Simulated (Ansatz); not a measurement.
# CH7BSi2 (SMILES CB1[SiH2][SiH2]1): levels of theory compared

Wanted: a comparison of 3 runs (PBE-QIDH/6-31G*, wB97M-V/6-31G*, RPA@PBE/6-31G*) of CH7BSi2. 

The calculation is run with Ansatz 0.2.0.

75 further runs of the same task are left out: 75 set aside as unsound or not needed.

## Step 1: The system as given

CH7BSi2: 11 atoms, total charge 0, spin state singlet. As SMILES, `CB1[SiH2][SiH2]1`. The Si3–H9 distance was set to 2.680 Å, away from the relaxed value. At this shape a bond of the SMILES string is far longer than usual.

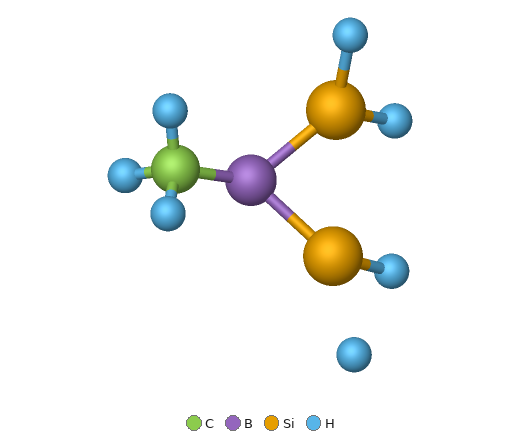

Viewed from a chosen angle; carbon green, boron purple, silicon amber, hydrogen blue.

## Step 2: The energy at PBE-QIDH/6-31G(d) (spherical functions) (run 1)

Input file molecule.yaml:

```yaml
crystal:
  periodic: [false, false, false]
  atoms:
    - {symbol: C, position_ang: [-0.950368, 1.654942, -0.864084]}
    - {symbol: B, position_ang: [-1.137068, 0.104442, -0.980184]}
    - {symbol: Si, position_ang: [-0.667668, -1.287158, 0.235816]}
    - {symbol: Si, position_ang: [-0.476168, -1.121458, -2.282384]}
    - {symbol: H, position_ang: [-0.520868, 1.983242, 0.085216]}
    - {symbol: H, position_ang: [-1.957768, 2.090542, -0.912484]}
    - {symbol: H, position_ang: [-0.385468, 2.099442, -1.686584]}
    - {symbol: H, position_ang: [-1.165668, -2.679858, 0.143416]}
    - {symbol: H, position_ang: [0.876900, -0.975400, 2.403900]}
    - {symbol: H, position_ang: [0.552532, -0.801358, -3.310184]}
    - {symbol: H, position_ang: [-0.967668, -2.509758, -2.447784]}
basis:
  gaussian: {orbitals: 6-31G_st_-spherical.json}
total_charge: 0
hamiltonian: {xc: {name: PBE-QIDH}}
correlation: {frozen_orbitals: {B: 1, C: 1, H: 0, Si: 5}}
accuracy: high
output: {orbitals: {seedname: orbitals}}
```

The basis set 6-31G* is read from a file made from the Basis Set Exchange's data (not shown).

Started as:

```
ansatz run molecule.yaml --threads 1 --pin off --max-ram 3480MiB --events-out events.jsonl --progress --plain --runs-dir runs
```

The program printed:

```text
Warning: RAYON_NUM_THREADS=1 ignored (pool sized by the plan → 1); use --threads N
Functional definition: PBE-QIDH
  name "PBE-QIDH"
  parameter a = 3^(-1/3)
  parameter c = 1/3
  exchange = (1 - a)*pbe_x + a*exact_x
  correlation = (1 - c)*pbe_c + c*(mp2_os + mp2_ss)
1869 factors; integrals over basis functions are off by at most 3.5e-9 eV
mean field evaluation 1: about -17554.4002 eV, gradient 2.5e1 eV
mean field evaluation 2: about -17554.4788 eV, gradient 2.5e1 eV
mean field evaluation 4: about -17556.3926 eV, gradient 2.7e0 eV
mean field evaluation 8: about -17556.4318 eV, gradient 7.9e-2 eV
mean field evaluation 16: about -17556.4319 eV, gradient 1.1e-4 eV
mean field -17556.43194581 eV, -645.1869738314 hartree, gradient 2.7e-8 eV, S^2 0.000000; 0 other end points of the search recorded, 0 dependent functions left out; unrestricted orbitals would lower it
12 core orbitals not correlated: weight in the atoms' cores, before any rotation towards them, 1.000 or more for the frozen orbitals, at most 0.000 for the correlated occupied ones
reference -17556.43194698 eV, -645.1869738746 hartree; 11, 11 occupied and 55, 55 virtual orbitals, 1869 factors
second order -12.63805263 eV of doubles, -0.00000000 eV of singles
Total energy: -17560.64463119 eV, -645.3417871639 hartree
```

It took 13 s on 1 thread of Arm Neoverse V1, shared host; peak memory 0.27 GiB.

## Step 3: A single-point energy at wB97M-V/6-31G(d) (spherical functions) (run 2)

Input file run.yaml:

```yaml
crystal:
  periodic: [false, false, false]
  atoms:
    - {symbol: C, position_ang: [-0.950368, 1.654942, -0.864084]}
    - {symbol: B, position_ang: [-1.137068, 0.104442, -0.980184]}
    - {symbol: Si, position_ang: [-0.667668, -1.287158, 0.235816]}
    - {symbol: Si, position_ang: [-0.476168, -1.121458, -2.282384]}
    - {symbol: H, position_ang: [-0.520868, 1.983242, 0.085216]}
    - {symbol: H, position_ang: [-1.957768, 2.090542, -0.912484]}
    - {symbol: H, position_ang: [-0.385468, 2.099442, -1.686584]}
    - {symbol: H, position_ang: [-1.165668, -2.679858, 0.143416]}
    - {symbol: H, position_ang: [0.876900, -0.975400, 2.403900]}
    - {symbol: H, position_ang: [0.552532, -0.801358, -3.310184]}
    - {symbol: H, position_ang: [-0.967668, -2.509758, -2.447784]}
basis:
  gaussian:
    orbitals: 6-31G_st_-spherical.json
hamiltonian:
  xc: {name: wB97M-V}
output: {orbitals: {seedname: orbitals}}
accuracy: high
```

The basis set 6-31G* is read from a file made from the Basis Set Exchange's data (not shown).

Started as:

```
ansatz run run.yaml --threads 1 --pin off --max-ram 3480MiB --events-out events.jsonl --progress --plain --runs-dir runs
```

The program printed, shortened:

```text
Warning: RAYON_NUM_THREADS=1 ignored (pool sized by the plan → 1); use --threads N
Functional definition: wB97M-V
  name "wB97M-V"
[...]
  gx(w, u) = 1 - cx + cx01*u + cx10*w
  gss(w, u) = css00 + css04*u^4 + css10*w + css20*w^2 + css43*w^4*u^3
  gos(w, u) = cos00 + cos10*w + (cos20 + cos21*u)*w^2 + (cos60 + cos61*u)*w^6
[...]
      + integral(e_c_pw_mod_opposite_spin*gos(b97_w_opposite, b97_u_opposite)) + vv10(b, c)
1869 factors; integrals over basis functions are off by at most 3.5e-9 eV
432 factors; integrals over basis functions are off by at most 2.4e-9 eV
[...]
mean field -17573.63845913 eV, -645.8193015331 hartree, gradient 5.0e-8 eV, S^2 0.000000; 0 other end points of the search recorded, 0 dependent functions left out
reference -17573.63846412 eV, -645.8193017165 hartree; 23, 23 occupied and 55, 55 virtual orbitals, 1869 factors
Total energy: -17573.63846412 eV, -645.8193017165 hartree
```

Wall time 1.9 min (1 thread of Arm Neoverse V1, shared host); peak memory 0.58 GiB.

## Step 4: The energy at RPA@PBE/6-31G(d) (spherical functions) (run 3)

Input file in.yaml:

```yaml
crystal:
  periodic: [false, false, false]
  atoms:
    - {symbol: C, position_ang: [-0.950368, 1.654942, -0.864084]}
    - {symbol: B, position_ang: [-1.137068, 0.104442, -0.980184]}
    - {symbol: Si, position_ang: [-0.667668, -1.287158, 0.235816]}
    - {symbol: Si, position_ang: [-0.476168, -1.121458, -2.282384]}
    - {symbol: H, position_ang: [-0.520868, 1.983242, 0.085216]}
    - {symbol: H, position_ang: [-1.957768, 2.090542, -0.912484]}
    - {symbol: H, position_ang: [-0.385468, 2.099442, -1.686584]}
    - {symbol: H, position_ang: [-1.165668, -2.679858, 0.143416]}
    - {symbol: H, position_ang: [0.876900, -0.975400, 2.403900]}
    - {symbol: H, position_ang: [0.552532, -0.801358, -3.310184]}
    - {symbol: H, position_ang: [-0.967668, -2.509758, -2.447784]}
basis:
  gaussian: {orbitals: 6-31G_st_-spherical.json}
total_charge: 0
hamiltonian: {xc: pbe}
correlation: {method: rpa, frozen_orbitals: {B: 1, C: 1, H: 0, Si: 5}}
accuracy: high
```

The basis set 6-31G* is read from a file made from the Basis Set Exchange's data (not shown).

Started as:

```
ansatz run in.yaml --threads 1 --pin off --max-ram 3480MiB --events-out events.jsonl --progress --plain --runs-dir runs
```

The program printed, shortened:

```text
Warning: RAYON_NUM_THREADS=1 ignored (pool sized by the plan → 1); use --threads N
Functional definition: PBE
  name "PBE"
[...]
1869 factors; integrals over basis functions are off by at most 3.5e-9 eV
[...]
mean field -17565.74237259 eV, -645.5291257048 hartree, gradient 3.0e-8 eV, S^2 0.000000; 0 other end points of the search recorded, 0 dependent functions left out
12 core orbitals not correlated: weight in the atoms' cores, before any rotation towards them, 1.000 or more for the frozen orbitals, at most 0.000 for the correlated occupied ones
reference -17529.15147893 eV, -644.1844351649 hartree; 11, 11 occupied and 55, 55 virtual orbitals, 1869 factors
Total energy: -17549.11871051 eV, -644.9182173912 hartree
```

It took 14 s on 1 thread of Arm Neoverse V1, shared host; peak memory 0.29 GiB.

## Step 5: The series

| run | level | frozen core orbitals | energy (Eh) | HOMO energy (eV) | LUMO energy (eV) | HOMO–LUMO gap (eV) | wall time |
| --- | --- | --- | --- | --- | --- | --- | --- |
| 1 | PBE-QIDH/6-31G* (spherical functions) | 12 | -645.341787 | -7.82 | -1.41 | 6.42 | 13 s |
| 2 | wB97M-V/6-31G* (spherical functions) | – | -645.819302 | -8.29 | -1.14 | 7.14 | 1.9 min |
| 3 | RPA@PBE/6-31G* (spherical functions) | 12 | -644.918217 | – | – | – | 14 s |

## Step 6: What came out

```
                               quantity          value
                    run 3: total energy  -644.91822 Eh
run 3: RPA correlation energy (valence)     -733.8 mEh
```

In words: Totals of different functionals can't be ranked against each other. In run 1 the log says that unrestricted orbitals would lower the reference, so the values rest on an unstable closed-shell determinant (other closed-shell runs at this shape may share the fault). All runs together took 2.4 min, the longest 1.9 min.
